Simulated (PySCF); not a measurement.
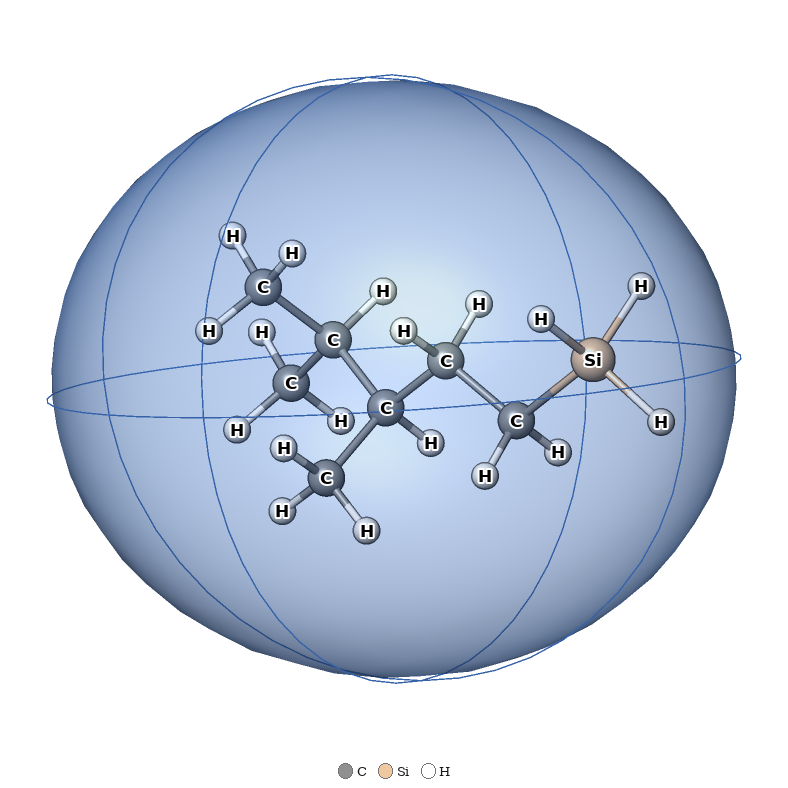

The ellipsoid shows the static dipole polarisability: its half-axes are proportional to the principal values. The computed structure is the end point of a PBE0-D3(BJ)/def2-SVP optimisation. No frequency run is at hand to confirm it as a minimum. Method: B3LYP/def2-SVPD (PySCF 2.14.0).

Question. How large and how anisotropic is the polarisability?

Answer. Principal values 103.0, 108.2, 137.9 bohr³; mean 116.4 bohr³ (17.25 Å³); anisotropy 32.6 bohr³, so the longest axis is 1.34 times the shortest.
